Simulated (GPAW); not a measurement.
## GaN (F-43m): G0W0 with GPAW, start to end

How does a plane-wave GW calculation on GaN (F-43m) run from the first input to the gap?

Program: GPAW 26.7.0. Level of theory: PBE and many-body steps on it, plane waves. Results are calculated unless marked as measured.

**Experimental background.**

- Gap 3.23 eV: absorption onset (direct gap at Gamma) of unexcited film, from imaginary part of dielectric function; spectroscopic ellipsometry (steady-state reference of time-resolved measurement); 300 K; film on 3C-SiC/Si(001) (“Femtosecond pump-probe absorption edge spectroscopy of cubic GaN”, 2022, arxiv:2206.02223).

## 1. The starting structure

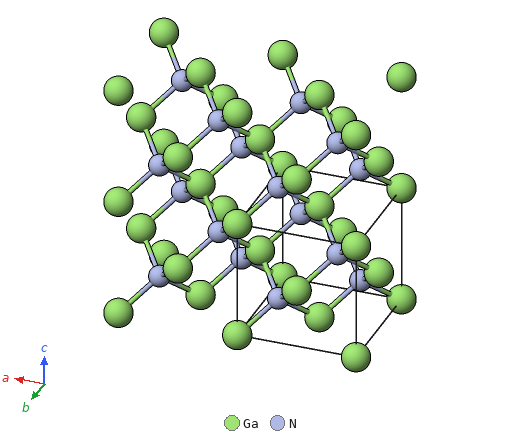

The starting structure, seen from a free direction (gallium green, nitrogen light blue). 2×1×2 cells are drawn. This picture shows the conventional cell, with its axes. Bonds to atoms that aren't drawn are left out. Some periodic images of atoms are drawn too.

The cell and positions are those that the Materials Project relaxed with its own functionals (PBE, PBE+U or r2SCAN), kept fixed. This is not the form that GaN usually takes at ambient conditions.

## 2. Ground state

This step: GPAW 26.7.0; DFT, PBE, plane waves, PAW.

The ground-state density comes first.

The input, run.py:

```python
import json
import numpy as np
from gpaw.mpi import world
from ase import Atoms
from gpaw import GPAW, PW, FermiDirac

atoms = Atoms(['Ga', 'N'],
    cell=[[0.0000000000, 2.2535006075, 2.2535006075],
      [2.2535006075, 0.0000000000, 2.2535006075],
      [2.2535006075, 2.2535006075, 0.0000000000]],
    scaled_positions=[[0.0000000000, 0.0000000000, 0.0000000000],
      [0.7500000000, 0.7500000000, 0.7500000000]],
    pbc=(True, True, True))
calc = GPAW(mode=PW(600),
    xc='PBE',
    kpts={'size': (10, 10, 10), 'gamma': True},
    occupations=FermiDirac(0.001),
    nbands=-7,
    convergence={'density': 1e-6, 'bands': -3},
    maxiter=100,
    txt='gs.txt')
atoms.calc = calc
res = {'energy': atoms.get_potential_energy()}
kpts = calc.get_ibz_k_points()
res['kpts'] = kpts
res['eigenvalues'] = [calc.get_eigenvalues(kpt=k) for k in range(len(kpts))]
res['n_electrons'] = calc.get_number_of_electrons()
calc.write('gs.gpw')

if world.rank == 0:
    with open('result.json', 'w') as f:
        json.dump(res, f, default=lambda x: x.tolist())
```

Started as:

```console
> mpirun -n 4 gpaw python run.py
```

Log:

```text
__  _  _
 | _ |_)|_||  |
 |__||  | ||/\| - 26.7.0

Input parameters:
  mode=PW(ecut=600.0),
  convergence={'density': 1e-06, 'bands': -3},
  kpts=MonkhorstPack(size=(10, 10, 10), gamma=True),
  maxiter=100,
  nbands=-7,
  occupations=Occupations(name='fermi-dirac', width=0.001, fixmagmom=False),
  xc=XC(name='PBE')
  [... matrices ...]
Diagonalizing LCAO Hamiltonian
Converting LCAO to pw mode

                  N

       Ga

Atoms  # Å, Bohr magnetons
|   | symbol |        x |        y |        z |    initial magnetic moments |
| 0 |     Ga | 0.000000 | 0.000000 | 0.000000 | ( 0.0000,  0.0000,  0.0000) |
| 1 |      N | 3.380251 | 3.380251 | 3.380251 | ( 0.0000,  0.0000,  0.0000) |

Unit cell  # Å
| periodic |        x |        y |        z |  lengths |    angles |
|      yes | 0.000000 | 2.253501 | 2.253501 | 3.186931 | 60.000000 |
|      yes | 2.253501 | 0.000000 | 2.253501 | 3.186931 | 60.000000 |
|      yes | 2.253501 | 2.253501 | 0.000000 | 3.186931 | 60.000000 |

Number of symmetries: 24
Symmetry operations  # r_c * U_cc + t_c -> r_c
|    | kind |            matrix            |
|  0 |  E   |  1, 0, 0,  0, 1, 0,  0, 0, 1 |
|  1 |  σ   |  1, 0, 0,  0, 0, 1,  0, 1, 0 |
|  2 |  σ   |  1, 0,-1,  0, 1,-1,  0, 0,-1 |
|  3 |  C3  |  1, 0,-1,  0, 0,-1,  0, 1,-1 |
|  4 |  C3  |  1,-1, 0,  0,-1, 1,  0,-1, 0 |
|  5 |  σ   |  1,-1, 0,  0,-1, 0,  0,-1, 1 |
|  6 |  σ   |  0, 1, 0,  1, 0, 0,  0, 0, 1 |
|  7 |  C3  |  0, 1, 0,  0, 0, 1,  1, 0, 0 |
|  8 |  C2  |  0, 1,-1,  1, 0,-1,  0, 0,-1 |
|  9 |  S4  |  0, 1,-1,  0, 0,-1,  1, 0,-1 |
| 10 |  C3  |  0, 0, 1,  1, 0, 0,  0, 1, 0 |
| 11 |  σ   |  0, 0, 1,  0, 1, 0,  1, 0, 0 |
| 12 |  S4  |  0, 0,-1,  1, 0,-1,  0, 1,-1 |
| 13 |  C3  |  0, 0,-1,  0, 1,-1,  1, 0,-1 |
| 14 |  S4  |  0,-1, 1,  1,-1, 0,  0,-1, 0 |
| 15 |  C2  |  0,-1, 1,  0,-1, 0,  1,-1, 0 |
| 16 |  C3  |  0,-1, 0,  1,-1, 0,  0,-1, 1 |
| 17 |  S4  |  0,-1, 0,  0,-1, 1,  1,-1, 0 |
| 18 |  S4  | -1, 1, 0, -1, 0, 1, -1, 0, 0 |
| 19 |  C3  | -1, 1, 0, -1, 0, 0, -1, 0, 1 |
| 20 |  C3  | -1, 0, 1, -1, 1, 0, -1, 0, 0 |
| 21 |  S4  | -1, 0, 1, -1, 0, 0, -1, 1, 0 |
| 22 |  σ   | -1, 0, 0, -1, 1, 0, -1, 0, 1 |
| 23 |  C2  | -1, 0, 0, -1, 0, 1, -1, 1, 0 |

BZ-sampling:
  Number of BZ points: 1000
  Number of IBZ points: 47

  Monkhorst-Pack size: [10, 10, 10]
  Monkhorst-Pack shift: [0.05, 0.05, 0.05]

K-points  # in reciprocal-cell coordinates
|     |                                coordinates |     weight |
|   0 | (  0.00000000,   0.00000000,   0.00000000) | 0.00100000 |
|   1 | (  0.10000000,   0.10000000,   0.00000000) | 0.00600000 |
|   2 | (  0.10000000,   0.10000000,   0.10000000) | 0.00800000 |
|   3 | (  0.20000000,   0.10000000,   0.10000000) | 0.01200000 |
|   4 | (  0.20000000,   0.20000000,   0.00000000) | 0.00600000 |
|   5 | (  0.20000000,   0.20000000,   0.10000000) | 0.02400000 |
|   6 | (  0.20000000,   0.20000000,   0.20000000) | 0.00800000 |
|   7 | (  0.30000000,   0.20000000,   0.10000000) | 0.02400000 |
|   8 | (  0.30000000,   0.20000000,   0.20000000) | 0.02400000 |
|   9 | (  0.30000000,   0.30000000,   0.00000000) | 0.00600000 |
| ... |                                            |            |
|  46 | (  0.50000000,   0.50000000,   0.50000000) | 0.00400000 |

Plane wave coefficients: 785
Cutoff: 600.0 eV

Spin-components: 1 (collinear spins)
Bands:           11
Projectors:      10
Spin-degeneracy: 2
Datatype:        complex128

  Storage: CPU
  Wave functions: 6_195_728 bytes (1_548_932 per core)
  Projectors: 11_828_208 bytes (2_957_052 per core)
  [... matrices ...]
Parallelization:
  kpt:    4
  domain: 1
  band:   1

Density:
  Valence electrons: 8.0
  Components: 1
  Grid points: [20 20 20]
  Charge: 0.0  # |e|

Potential:
  Grid points: [20 20 20]

species:
  Ga:
    name:    Gallium
    Z:       31.0
    valence: 3
    core:    28
    charge:  0.0  # [|e|]
    compensation charges:
      type: gauss
      rc: 0.37  # [Å]
      lmax: 2
    cutoffs:
      filter: 2.06  # [Å]
      core: 4.17  # [Å]
    projectors
    | kind |    occ | energy [eV] | rcut [Å] |
    |   4s |  2.000 |      -8.945 |    1.164 |
    |   4p |  1.000 |      -2.580 |    1.164 |
    |    s |        |      18.266 |    1.164 |
    |    p |        |      24.631 |    1.164 |
    |    d |        |       0.000 |    1.164 |

    Using partial waves for Ga as LCAO basis

  N:
    name:    Nitrogen
    Z:       7.0
    valence: 5
    core:    2
    charge:  0.0  # [|e|]
    compensation charges:
      type: gauss
      rc: 0.18  # [Å]
      lmax: 2
    cutoffs:
      filter: 1.11  # [Å]
      core: 0.96  # [Å]
    projectors
    | kind |    occ | energy [eV] | rcut [Å] |
    |   2s |  2.000 |     -18.583 |    0.603 |
    |   2p |  3.000 |      -7.089 |    0.529 |
    |    s |        |       8.629 |    0.603 |
    |    p |        |      20.123 |    0.529 |
    |    d |        |       0.000 |    0.577 |

    Using partial waves for N as LCAO basis

Reference energy: -54366.393033  # eV

eigensolver:
  PPCG
  Converge bands: -3
  niter=2

density mixing:
  MSR1-Mixer
  Pratt-step length: 0.05
  Maximum mixing coefficient: 0.75
  Old densities: 10
  SVD Regularization: 0.005
  Good broyden scale: 1.0
  Trust region scale: 1.0
  Backstep threshold: 4.0
  History deletion threshold: 6.0
  Fourier metric: weight=20.0, sigma=0.015

occupation numbers:
  Fermi-Dirac:
    width: 0.0010  # eV

poisson solver:
  ecut: 4800.0  # eV

xc functional:
  name: PBE with 2 nearest neighbor stencil

Initialization done in: 1.657 s

convergence criteria:
- Maximum integral of absolute [dens]ity change: 1e-06 electrons / valence electron
- Maximum [total energy] change in last 3 cyles: 0.0005 eV / valence electron
- Maximum integral of absolute [eigenst]ate change: 4e-08 eV^2 / valence electron
maximum number of iterations: 100

SCF iterations
|iter     |     time |      energy | eigst |  dens |
|iter:   1|  |  -13.685409 | +0.97 |       |
|iter:   2|  |  -13.208588 | -0.66 | -0.57 |
|iter:   3|  |  -11.922581 | -0.53 | -0.62 |
|iter:   4|  |  -11.920953 | -3.00 | -1.30 |
|iter:   5|  |  -11.921709c| -3.17 | -1.57 |
|iter:   6|  |  -11.921735c| -5.19 | -2.84 |
|iter:   7|  |  -11.921748c| -5.70 | -3.17 |
|iter:   8|  |  -11.921748c| -7.73c| -4.37 |
|iter:   9|  |  -11.921748c| -7.44c| -4.86 |
|iter:  10|  |  -11.921748c| -8.80c| -5.93 |
|iter:  11|  |  -11.921748c| -9.51c| -6.62c|

Converged in 11 steps
SCF loop duration: 1.585 s (0.144 s/step)
Energy contributions relative to reference atoms: (reference = -54366.393033)
  [... matrices ...]
Energy contributions:
  Kinetic:          33.007655
  Coulomb:         -28.740043
  Zero:              0.056681
  External:          0.000000
  Xc:              -16.246041
  Entropy:          -0.000000
  Spinorbit:         0.000000
  ----------------------------
  Free energy:     -11.921748
  Extrapolated:    -11.921748

dipole moment: (-10.170397, -10.170397, -10.170397)  # |e|*Ang

Fermi level: 6.608
Eigenvalues  # (at kpt = [0.000, 0.000, 0.000])
| band index |      eig [eV] | occ [0-2] |
|          0 |        -9.481 |     2.000 |
|          1 |         6.408 |     2.000 |
|          2 |         6.408 |     2.000 |
|          3 |         6.408 |     2.000 |
|          4 |         8.212 |     0.000 |
|          5 |        16.801 |     0.000 |
|          6 |        16.801 |     0.000 |
|          7 |        16.801 |     0.000 |
|          8 |        24.093 |     0.000 |
|          9 |        24.823 |     0.000 |
|         10 |        24.843 |     0.000 |

Gap: 1.804 eV
Transition (v -> c):
  (s=0, k=0, n=3, [0.00, 0.00, 0.00]) -> (s=0, k=0, n=4, [0.00, 0.00, 0.00])
No difference between direct/indirect transitions
# Writing to gs.gpw (mode='')
  [... matrices ...]
```

Elapsed: 4.9 s, on 4 MPI ranks of Intel Xeon Platinum 8375C at 2.90GHz (Ice Lake), shared host; peak memory 0.62 GiB.

This step gave:

```yaml
total_energy: -11.92 eV
gap: 1.804 eV
k_of_the_valence_top: 0, 0, 0
k_of_the_conduction_bottom: 0, 0, 0
least_direct_gap: 1.804 eV
```

The gap is direct, at Γ.

## 3. Bands along the symmetry lines

Levels along a band path, at the cheap level, show where the edges lie and whether the meshes to come will hold them.

The input, run.py:

```python
import json
import numpy as np
from gpaw.mpi import world
from gpaw import GPAW

path = [[0.000000, 0.000000, 0.000000],
    [-0.062500, -0.062500, 0.000000],
    [-0.125000, -0.125000, 0.000000],
    [-0.187500, -0.187500, 0.000000],
    [-0.250000, -0.250000, 0.000000],
    [-0.312500, -0.312500, 0.000000],
    [-0.375000, -0.375000, 0.000000],
    [-0.437500, -0.437500, 0.000000],
    [-0.500000, -0.500000, 0.000000],
    [-0.484375, -0.484375, 0.031250],
    [-0.468750, -0.468750, 0.062500],
    [-0.453125, -0.453125, 0.093750],
    [-0.437500, -0.437500, 0.125000],
    [-0.421875, -0.421875, 0.156250],
    [-0.406250, -0.406250, 0.187500],
    [-0.390625, -0.390625, 0.218750],
    [-0.375000, -0.375000, 0.250000],
    [-0.375000, 0.000000, 0.375000],
    [-0.328125, 0.000000, 0.328125],
    [-0.281250, 0.000000, 0.281250],
    [-0.234375, 0.000000, 0.234375],
    [-0.187500, 0.000000, 0.187500],
    [-0.140625, 0.000000, 0.140625],
    [-0.093750, 0.000000, 0.093750],
    [-0.046875, 0.000000, 0.046875],
    [0.000000, 0.000000, 0.000000],
    [0.000000, 0.000000, 0.062500],
    [0.000000, 0.000000, 0.125000],
    [0.000000, 0.000000, 0.187500],
    [0.000000, 0.000000, 0.250000],
    [0.000000, 0.000000, 0.312500],
    [0.000000, 0.000000, 0.375000],
    [0.000000, 0.000000, 0.437500],
    [0.000000, 0.000000, 0.500000],
    [-0.062500, -0.031250, 0.468750],
    [-0.125000, -0.062500, 0.437500],
    [-0.187500, -0.093750, 0.406250],
    [-0.250000, -0.125000, 0.375000],
    [-0.312500, -0.156250, 0.343750],
    [-0.375000, -0.187500, 0.312500],
    [-0.437500, -0.218750, 0.281250],
    [-0.500000, -0.250000, 0.250000],
    [-0.500000, -0.281250, 0.218750],
    [-0.500000, -0.312500, 0.187500],
    [-0.500000, -0.343750, 0.156250],
    [-0.500000, -0.375000, 0.125000],
    [-0.500000, -0.406250, 0.093750],
    [-0.500000, -0.437500, 0.062500],
    [-0.500000, -0.468750, 0.031250],
    [-0.500000, -0.500000, 0.000000]]
calc = GPAW('gs.gpw').fixed_density(kpts=path,
    symmetry='off',
    nbands=14,
    convergence={'bands': 10},
    txt='bands.txt')
res = {}
kpts = calc.get_ibz_k_points()
res['kpts'] = kpts
res['eigenvalues'] = [calc.get_eigenvalues(kpt=k) for k in range(len(kpts))]
res['n_electrons'] = calc.get_number_of_electrons()

if world.rank == 0:
    with open('result.json', 'w') as f:
        json.dump(res, f, default=lambda x: x.tolist())
```

Started as:

```console
> mpirun -n 4 gpaw python run.py
```

Log:

```text
Diagonalizing LCAO Hamiltonian
Converting LCAO to pw mode
convergence criteria:
- Maximum integral of absolute [eigenst]ate change: 4e-08 eV^2 / valence electron
maximum number of iterations: 100

SCF iterations
|iter     |     time |      energy | eigst |  dens |
|iter:   1|  |             | +2.21 |       |
|iter:   2|  |             | +0.58 |       |
|iter:   3|  |             | -1.18 |       |
|iter:   4|  |             | -2.97 |       |
|iter:   5|  |             | -4.72 |       |
|iter:   6|  |             | -6.31 |       |
|iter:   7|  |             | -7.64c|       |
SCF steps: 7
  __  _  _
 | _ |_)|_||  |
 |__||  | ||/\| - 26.7.0

Input parameters:
  mode=PW(ecut=600.0),
  convergence={'bands': 10},
  gpts=array([20, 20, 20]),
  kpts=KPoints(kpts=array([[ 0.      ,  0.      ,  0.      ],
         [-0.0625  , -0.0625  ,  0.      ],
         [-0.125   , -0.125   ,  0.      ],
         [-0.1875  , -0.1875  ,  0.      ],
[...]
[-0.484375, -0.484375,  0.03125 ],
[...]
[-0.453125, -0.453125,  0.09375 ],
[...]
[-0.421875, -0.421875,  0.15625 ],
[...]
[-0.390625, -0.390625,  0.21875 ],
[...]
[-0.328125,  0.      ,  0.328125],
[...]
[-0.234375,  0.      ,  0.234375],
[...]
[-0.140625,  0.      ,  0.140625],
[...]
[-0.046875,  0.      ,  0.046875],
         [ 0.      ,  0.      ,  0.      ],
         [ 0.      ,  0.      ,  0.0625  ],
         [ 0.      ,  0.      ,  0.125   ],
[...]
[ 0.      ,  0.      ,  0.4375  ],
         [ 0.      ,  0.      ,  0.5     ],
[...]
[-0.5     , -0.4375  ,  0.0625  ],
         [-0.5     , -0.46875 ,  0.03125 ],
         [-0.5     , -0.5     ,  0.      ]])),
  maxiter=100,
  nbands=14,
  occupations=Occupations(name='fermi-dirac', width=0.001, fixmagmom=False),
  parallel={},
  symmetry=Symmetry(point_group=False, time_reversal=False),
  xc=XC(name='PBE')
```

Run time: 4.5 s. Hardware: 4 MPI ranks; peak memory 0.64 GiB; 17 s of CPU time.

Numbers from this step:

| Item | Value |
| --- | --- |
| gap | 1.804 eV |
| k of the valence top | 0, 0, 0 |
| k of the conduction bottom | 0, 0, 0 |
| least direct gap | 1.804 eV |

The gap is 1.804 eV, as in the run before at this level.

The electronic bands at the labelled points (eV, zero at the top of the highest filled band; v1 is the highest filled band, c1 the lowest empty one):

| point | v4 | v3 | v2 | v1 | c1 | c2 | c3 | c4 |
| --- | --- | --- | --- | --- | --- | --- | --- | --- |
| Γ | -15.89 | 0.00 | 0.00 | 0.00 | 1.80 | 10.39 | 10.39 | 10.39 |
| X | -12.88 | -6.18 | -2.66 | -2.66 | 3.38 | 6.75 | 11.79 | 13.99 |
| U | -12.88 | -5.83 | -4.26 | -2.15 | 5.05 | 7.98 | 11.14 | 12.89 |
| jump to K | -12.88 | -5.83 | -4.26 | -2.15 | 5.05 | 7.98 | 11.14 | 12.89 |
| Γ | -15.89 | 0.00 | 0.00 | 0.00 | 1.80 | 10.39 | 10.39 | 10.39 |
| L | -13.62 | -6.99 | -0.96 | -0.96 | 4.72 | 8.82 | 10.41 | 10.41 |
| W | -12.78 | -5.63 | -3.76 | -3.58 | 6.30 | 8.52 | 10.34 | 11.15 |
| X | -12.88 | -6.18 | -2.66 | -2.66 | 3.38 | 6.75 | 11.79 | 13.99 |

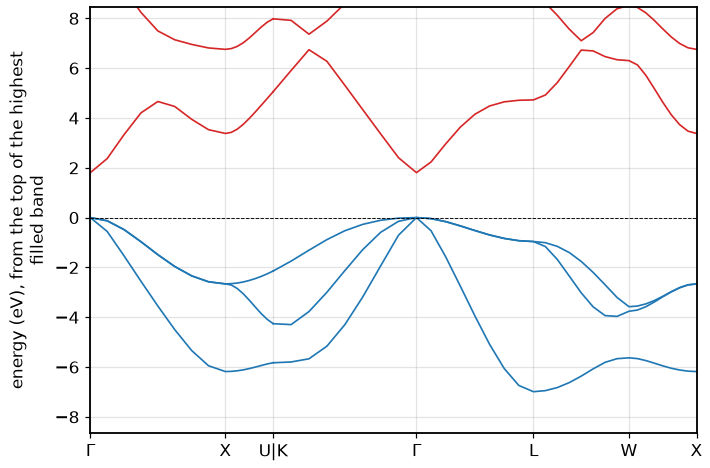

Electronic bands along the path; lines of filled and empty bands in two colours.

## 4. Empty states on the mesh, 6×6×6 mesh, 130 bands

The sums over transitions need many empty states on a uniform mesh; this step solves for them.

The input, run.py:

```python
import json
import numpy as np
from gpaw.mpi import world
from gpaw import GPAW

calc = GPAW('gs.gpw').fixed_density(kpts={'size': (6, 6, 6), 'gamma': True},
    parallel={'domain': 1, 'band': 1},
    txt='nscf.txt')
calc.diagonalize_full_hamiltonian(nbands=130)
calc.write('full.gpw', mode='all')
res = {}
kpts = calc.get_ibz_k_points()
res['kpts'] = kpts
res['eigenvalues'] = [calc.get_eigenvalues(kpt=k) for k in range(len(kpts))]
res['n_electrons'] = calc.get_number_of_electrons()

if world.rank == 0:
    with open('result.json', 'w') as f:
        json.dump(res, f, default=lambda x: x.tolist())
```

Started as:

```console
> mpirun -n 4 gpaw python run.py
```

Log:

```text
Diagonalizing LCAO Hamiltonian
Converting LCAO to pw mode
convergence criteria:
- Maximum integral of absolute [eigenst]ate change: 4e-08 eV^2 / valence electron
maximum number of iterations: 100

SCF iterations
|iter     |     time |      energy | eigst |  dens |
|iter:   1|  |             | +1.02 |       |
|iter:   2|  |             | -0.56 |       |
|iter:   3|  |             | -2.64 |       |
|iter:   4|  |             | -4.68 |       |
|iter:   5|  |             | -6.60 |       |
|iter:   6|  |             | -7.67c|       |
SCF steps: 6
  __  _  _
 | _ |_)|_||  |
 |__||  | ||/\| - 26.7.0

Input parameters:
  mode=PW(ecut=600.0),
  convergence={'density': 1e-06, 'bands': -3},
  gpts=array([20, 20, 20]),
  kpts=MonkhorstPack(size=(6, 6, 6), gamma=True),
  maxiter=100,
  nbands=11,
  occupations=Occupations(name='fermi-dirac', width=0.001, fixmagmom=False),
  parallel={'domain': 1, 'band': 1},
  xc=XC(name='PBE')
Matrix size: 773x773
# Writing to full.gpw (mode='all')
  [... matrices ...]

timing:  # [seconds]
  Total: 1.497  # ━━━━━━━━━━━━━━━━━━━━━━━━━━━━━━━━━━━━━━━━━━━━━━━━━━━━━━━━━━━
```

Wall time 5.1 s (4 MPI ranks); peak memory 0.84 GiB.

This step gave:

```yaml
gap: 1.804 eV
k_of_the_valence_top: 0, 0, 0
k_of_the_conduction_bottom: 0, 0, 0
least_direct_gap: 1.804 eV
k_points_computed: 16
lowest_point_of_the_top_converged_band_above_the_valence_top: 164.4164 eV
```

On this mesh the gap is 1.804 eV.

[end of part 1 of 2]

[Paths, hosts, dates, memory and timing lines, banners, echoed tables and standing remarks are left out of the program output.]

[Logs are printed without paths, hosts, clocks, repeated set-up lines and the standing remarks that a program may print on its own settings, such as how far it seeks lower states.]

[Runs of the session that timed out or met a known fault of the program may be left out.]

[Hosts, paths, dates, database ids (printed as entryN), source tags and the programs' standing remarks are cut or masked in the printed files.]
